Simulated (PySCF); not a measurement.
C5H7GeN: geometry relaxation

System: C5H7GeN.
Method: PBE0-D3(BJ)/def2-SVP geometry optimisation, gas phase (PySCF 2.14.0).

It belongs to a series of runs on one base structure; here: H on C replaced by CN.

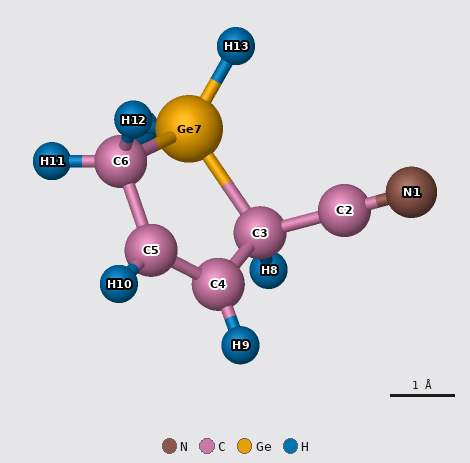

**Figure 1.** The structure as given in the input (ball-and-stick view, seen at a tilt; atoms are numbered from 1 in the order of the input). Sticks mark near contacts. Bond lengths as drawn: C–C 1.35 to 1.51 Å, C–Ge 1.98 to 1.99 Å, C–H 1.05 to 1.10 Å, C–N 1.16 Å and Ge–H 1.50 to 1.52 Å.

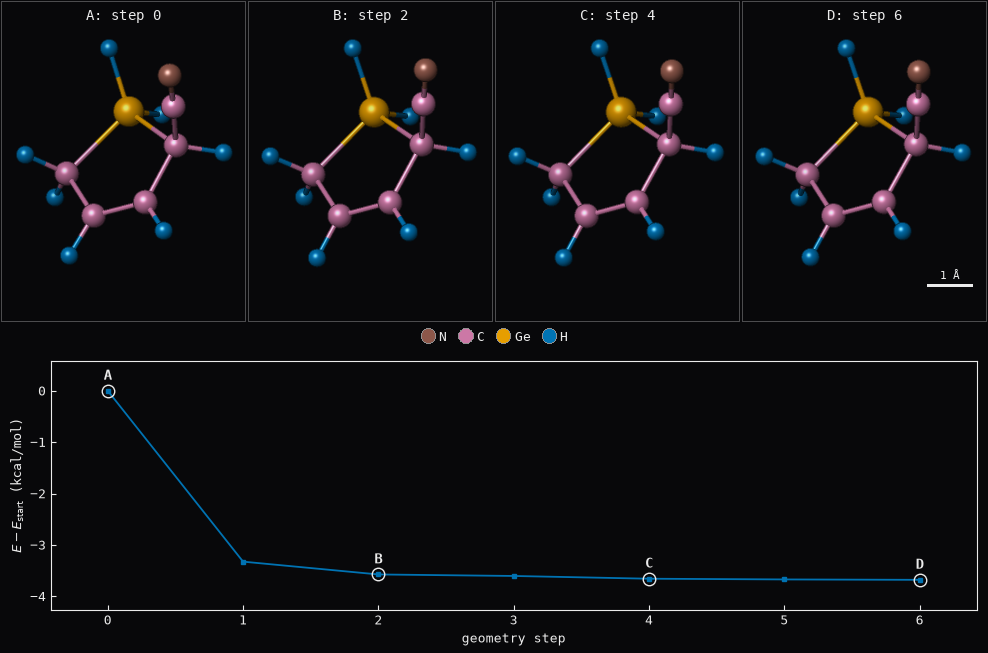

**Figure 2.** Frames of the relaxation (ball-and-stick view, seen at a tilt) above the curves, on which the letters mark them (steps are counted from 0).

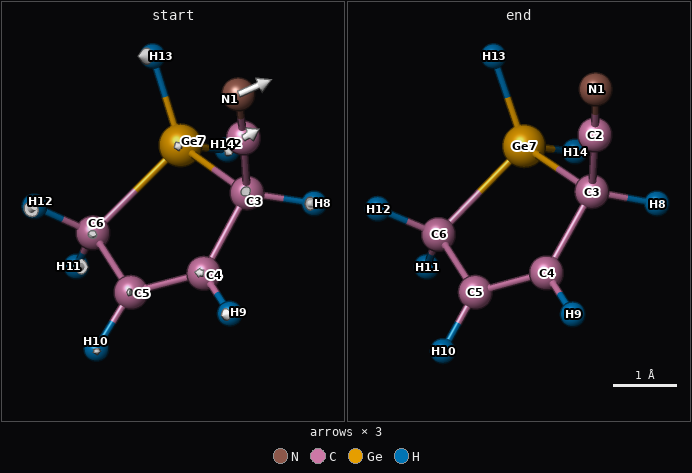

**Figure 3.** Before (left) and after (right) the relaxation, at one scale (ball-and-stick view, seen at a tilt). The white arrows give the displacements, magnified 3 times. The energy falls by 3.68 kcal/mol in 6 geometry steps. The largest force component goes from 2.8 to 0.021 eV/Å. The atom that moves furthest after the best rigid fit is N1 (0.20 Å). By element the largest moves are N 0.20 Å, H 0.13 Å, C 0.11 Å, Ge 0.05 Å. Distances before and after: C4–H9 1.046 → 1.095 Å, Ge7–H13 1.499 → 1.534 Å, Ge7–H14 1.517 → 1.538 Å, C3–C4 1.495 → 1.515 Å. Among the angles that change: Ge7–C3–H8 115.4° → 109.9°, C2–C3–C4 108.1° → 112.8°, H13–Ge7–H14 106.8° → 111.0°. (Atoms are counted from 1 in the order of the input.)

The input and output of the run follow.

Input file
```
{"job": {"xc": "PBE0", "basis": "def2-SVP", "d3": "d3bj", "grid": 1, "shake": 0.01, "kind": "geom"}, "charge": 0, "multiplicity": 1}
N      2.861510     1.009580     1.127430
C      2.024930     0.783820     0.351060
C      0.968590     0.470500    -0.584880
C      0.744140    -1.007630    -0.554560
C     -0.426950    -1.470280    -0.057480
C     -1.465950    -0.518410     0.487610
Ge    -0.746270     1.270900     0.025450
H      1.320680     0.804660    -1.576330
H      1.476220    -1.662070    -0.914220
H     -0.640710    -2.524840     0.004980
H     -2.447560    -0.743940     0.064310
H     -1.552860    -0.652500     1.576640
H     -0.639630     2.259480     1.146640
H     -1.483280     1.965630    -1.104400
```

The first line tells a small driver script what to run in PySCF; the rest is the geometry in Å.

Launch command:
```bash
OMP_NUM_THREADS=1 python <driver script> task.json out
```

What the program printed
```
step   0  E = -2325.46447260  max force = 0.054560
step   1  E = -2325.46977345  max force = 0.010575
step   2  E = -2325.47017082  max force = 0.002338
step   3  E = -2325.47021786  max force = 0.004306
step   4  E = -2325.47030331  max force = 0.001281
step   5  E = -2325.47032541  max force = 0.000463
step   6  E = -2325.47033763  max force = 0.000400
optimisation converged
```

Trajectory as extended XYZ (Å, eV, eV/Å), 7 frames, from step=0 to step=6
```
14
Properties=species:S:1:pos:R:3:forces:R:3 step=0 energy=-63279.11144
N     2.8615    1.0096    1.1274   -0.3617  -0.0746  -0.3269
C     2.0249    0.7838    0.3511    0.7459   0.3836   0.5874
C     0.9686    0.4705   -0.5849    0.7651   0.2975  -0.0054
C     0.7441   -1.0076   -0.5546   -2.8056   0.3300   0.8086
C    -0.4269   -1.4703   -0.0575    0.6157   1.1096  -0.0789
C    -1.4660   -0.5184    0.4876    0.5303  -0.0651  -0.1038
Ge   -0.7463    1.2709    0.0255   -0.3770  -0.8232  -0.3065
H     1.3207    0.8047   -1.5763   -0.2518   0.1135  -0.0436
H     1.4762   -1.6621   -0.9142    1.4349  -1.1321  -0.6558
H    -0.6407   -2.5248    0.0050    0.0128  -0.6746  -0.0520
H    -2.4476   -0.7439    0.0643   -0.3150   0.1030  -0.1100
H    -1.5529   -0.6525    1.5766   -0.0574   0.0686   0.1014
H    -0.6396    2.2595    1.1466    0.2313   0.3087   0.5809
H    -1.4833    1.9656   -1.1044   -0.1675   0.0551  -0.3955
14
Properties=species:S:1:pos:R:3:forces:R:3 step=1 energy=-63279.25568
N     2.9574    1.3367    0.9297    0.2980   0.0399   0.2708
C     2.0954    0.9173    0.2833   -0.3237  -0.0365  -0.2781
C     0.9950    0.4714   -0.5500   -0.2610  -0.0586   0.0044
C     0.7255   -1.0183   -0.5039    0.5438  -0.2985  -0.0865
C    -0.4215   -1.4912   -0.0041   -0.0960  -0.1024   0.0180
C    -1.4789   -0.5644    0.5185   -0.0514   0.0057   0.0233
Ge   -0.7818    1.2087    0.0327    0.0212   0.1777   0.0921
H     1.2136    0.7939   -1.5795    0.0028   0.0479  -0.0889
H     1.5110   -1.7039   -0.8756   -0.2826   0.2447   0.1463
H    -0.5983   -2.5750    0.0369    0.0397   0.1007  -0.0361
H    -2.4668   -0.7729    0.0748    0.0490   0.0294  -0.0130
H    -1.5997   -0.6759    1.6095    0.0015   0.0299   0.0030
H    -0.6490    2.2201    1.1925   -0.0132  -0.1248  -0.1298
H    -1.5221    1.8474   -1.1630    0.0719  -0.0552   0.0745
14
Properties=species:S:1:pos:R:3:forces:R:3 step=2 energy=-63279.26650
N     2.9481    1.3148    0.9361   -0.0062  -0.0775   0.0383
C     2.0824    0.9154    0.2765    0.0377   0.1202  -0.0377
C     0.9827    0.4713   -0.5575   -0.0149  -0.0142  -0.0583
C     0.7379   -1.0223   -0.5015    0.0026   0.0322   0.0422
C    -0.4145   -1.4871   -0.0024   -0.0244  -0.1083  -0.0008
C    -1.4761   -0.5612    0.5192    0.0215  -0.0220  -0.0056
Ge   -0.7832    1.2105    0.0355    0.0259   0.0320   0.0132
H     1.1982    0.7981   -1.5895   -0.0122   0.0028  -0.0008
H     1.5205   -1.6998   -0.8634   -0.0559   0.0494   0.0310
H    -0.5899   -2.5682    0.0357    0.0016  -0.0104   0.0092
H    -2.4610   -0.7673    0.0710    0.0112  -0.0020  -0.0161
H    -1.5993   -0.6694    1.6101    0.0030   0.0028  -0.0064
H    -0.6474    2.2134    1.1876    0.0108  -0.0068   0.0051
H    -1.5184    1.8457   -1.1558   -0.0009   0.0017  -0.0132
14
Properties=species:S:1:pos:R:3:forces:R:3 step=3 energy=-63279.26778
N     2.9483    1.2918    0.9416   -0.1018  -0.0795  -0.0529
C     2.0794    0.9186    0.2693    0.1179   0.1019   0.0412
C     0.9766    0.4788   -0.5645    0.0186  -0.0119   0.0002
C     0.7343   -1.0142   -0.4936   -0.0350  -0.0557  -0.0157
C    -0.4133   -1.4964    0.0018    0.0315   0.2214  -0.0073
C    -1.4732   -0.5636    0.5161   -0.0265  -0.0404   0.0143
Ge   -0.7825    1.2139    0.0352   -0.0357  -0.0642  -0.0100
H     1.1885    0.8037   -1.5989   -0.0182  -0.0347   0.0309
H     1.5189   -1.6839   -0.8490    0.1036  -0.0744  -0.0425
H    -0.5812   -2.5780    0.0418    0.0046  -0.0106   0.0184
H    -2.4558   -0.7687    0.0638   -0.0215   0.0023  -0.0065
H    -1.5996   -0.6685    1.6068   -0.0174  -0.0001   0.0023
H    -0.6439    2.2123    1.1864    0.0077   0.0281   0.0520
H    -1.5165    1.8482   -1.1551   -0.0276   0.0178  -0.0243
14
Properties=species:S:1:pos:R:3:forces:R:3 step=4 energy=-63279.27010
N     2.9497    1.2817    0.9435   -0.0306  -0.0336  -0.0074
C     2.0809    0.9190    0.2666    0.0285   0.0472  -0.0093
C     0.9767    0.4796   -0.5666    0.0298   0.0051   0.0146
C     0.7390   -1.0145   -0.4952   -0.0659   0.0239   0.0095
C    -0.4100   -1.4893    0.0030    0.0147   0.0311  -0.0050
C    -1.4759   -0.5634    0.5150    0.0084   0.0039   0.0057
Ge   -0.7854    1.2138    0.0357   -0.0133  -0.0218  -0.0190
H     1.1861    0.8031   -1.6009   -0.0110  -0.0124   0.0076
H     1.5251   -1.6857   -0.8490    0.0527  -0.0406  -0.0177
H    -0.5760   -2.5713    0.0486    0.0003  -0.0121   0.0115
H    -2.4572   -0.7712    0.0601   -0.0004  -0.0001  -0.0088
H    -1.6046   -0.6687    1.6053   -0.0122  -0.0037  -0.0006
H    -0.6465    2.2115    1.1906    0.0063   0.0047   0.0171
H    -1.5218    1.8495   -1.1550   -0.0073   0.0084   0.0019
14
Properties=species:S:1:pos:R:3:forces:R:3 step=5 energy=-63279.27070
N     2.9502    1.2726    0.9450    0.0017  -0.0022   0.0063
C     2.0813    0.9210    0.2630   -0.0064   0.0063  -0.0165
C     0.9760    0.4819   -0.5687    0.0169   0.0044   0.0147
C     0.7409   -1.0128   -0.4947   -0.0238   0.0168   0.0010
C    -0.4074   -1.4873    0.0048    0.0030  -0.0184  -0.0002
C    -1.4770   -0.5637    0.5123    0.0118   0.0103   0.0095
Ge   -0.7871    1.2141    0.0360   -0.0031  -0.0032  -0.0150
H     1.1823    0.8035   -1.6038   -0.0058  -0.0025  -0.0041
H     1.5302   -1.6845   -0.8454    0.0097  -0.0064   0.0008
H    -0.5703   -2.5699    0.0561    0.0004  -0.0020   0.0048
H    -2.4562   -0.7728    0.0531    0.0040  -0.0011  -0.0090
H    -1.6105   -0.6694    1.6021   -0.0112  -0.0043  -0.0024
H    -0.6472    2.2088    1.1946    0.0045  -0.0047   0.0023
H    -1.5253    1.8526   -1.1526   -0.0017   0.0070   0.0077
14
Properties=species:S:1:pos:R:3:forces:R:3 step=6 energy=-63279.27103
N     2.9509    1.2689    0.9440    0.0111   0.0141   0.0046
C     2.0817    0.9240    0.2590   -0.0124  -0.0154  -0.0066
C     0.9753    0.4838   -0.5703    0.0011   0.0015   0.0071
C     0.7425   -1.0113   -0.4927    0.0062   0.0021  -0.0042
C    -0.4051   -1.4872    0.0069   -0.0020  -0.0206   0.0014
C    -1.4782   -0.5647    0.5090    0.0091   0.0070   0.0092
Ge   -0.7881    1.2140    0.0369    0.0004   0.0030  -0.0089
H     1.1782    0.8035   -1.6065   -0.0028   0.0006  -0.0063
H     1.5349   -1.6825   -0.8397   -0.0110   0.0097   0.0081
H    -0.5650   -2.5701    0.0625    0.0013   0.0027   0.0011
H    -2.4543   -0.7743    0.0434    0.0048  -0.0011  -0.0084
H    -1.6187   -0.6717    1.5978   -0.0094  -0.0025  -0.0031
H    -0.6465    2.2044    1.1995    0.0034  -0.0068  -0.0019
H    -1.5276    1.8575   -1.1483    0.0002   0.0058   0.0079
```

Summary

```json
{"quantity": "outcome", "value": "converged"}
{"quantity": "total energy", "value": "−2325.470338 hartree"}
{"quantity": "dipole moment", "value": "4.45 D"}
{"quantity": "point group", "value": "C1"}
{"quantity": "hardware", "value": "1 CPU thread, shared host"}
{"quantity": "wall time", "value": "2.3 min"}
{"quantity": "peak memory", "value": "0.68 GiB"}
```
